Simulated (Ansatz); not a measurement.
Input file:

```
crystal:
  periodic: [false, false, false]
  atoms:
    - {symbol: Si, position_ang: [-1.003893, 0.164430, -0.618286]}
    - {symbol: O, position_ang: [1.362044, -0.970833, 1.236095]}
    - {symbol: H, position_ang: [-1.878835, 0.649768, -1.709502]}
    - {symbol: H, position_ang: [-1.753392, -0.254323, 0.584966]}
    - {symbol: N, position_ang: [0.108435, 1.380597, -0.245713]}
    - {symbol: H, position_ang: [1.096657, -1.558411, 1.946825]}
    - {symbol: F, position_ang: [-0.326094, -1.201794, -1.163417]}
    - {symbol: H, position_ang: [1.174129, -1.451994, 0.423435]}
    - {symbol: H, position_ang: [0.438841, 2.026634, -0.942138]}
    - {symbol: H, position_ang: [0.782110, 1.215925, 0.487631]}
basis:
  gaussian: {orbitals: def2-TZVPP}
hamiltonian: {xc: pbe0, dispersion: d4}
output: {orbitals: {seedname: orbitals}}
```

Command:

```sh
ansatz run in.yaml --threads 4 --pin off --events-out ev --progress --plain --max-ram 9574MiB
```

The product side of a reaction path; geometry: PBE0-D4/def2-TZVP.

Method: Ansatz 0.2.0, RKS PBE0-D4/def2-TZVPP.

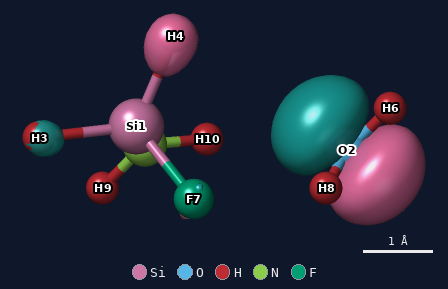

FH4NSi···H2O. The HOMO−1 at ±0.2 Å⁻³ᐟ² (teal and pink are the two phases), seen from one side.

**Describe this orbital and give its energy.**

It lies mainly on O2 (about 70 %); largely a lone pair of O2. Its energy is −9.18 eV.
